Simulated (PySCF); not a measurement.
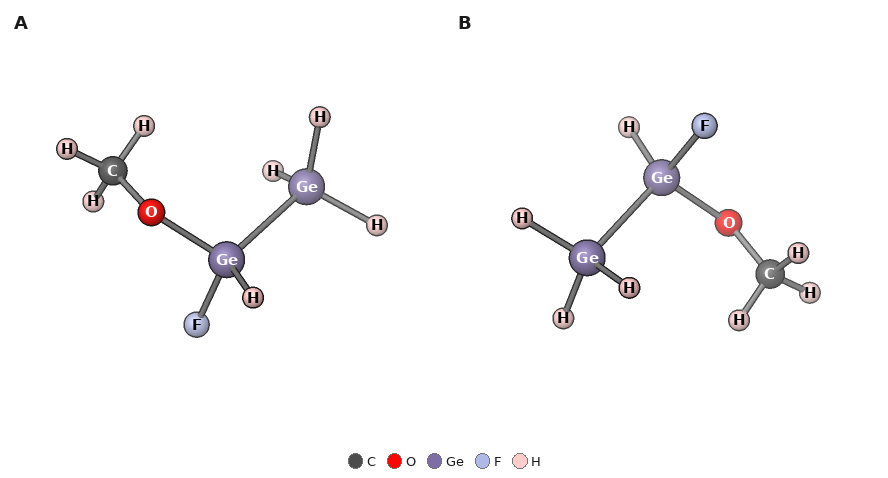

Distant atoms are faded towards the background colour. The geometry was computed by an optimisation with PBE0-D3(BJ)/def2-SVP. No frequency run is at hand to confirm it as a minimum.

Q: How are A and B related: the same structure turned, mirror images, conformers, diastereomers or constitutional isomers?

A: They are enantiomers, mirror images that no rotation superimposes: A is C[O][Ge@@H]([F])[GeH3] (), B is C[O][Ge@H]([F])[GeH3] (). Their energies are equal.
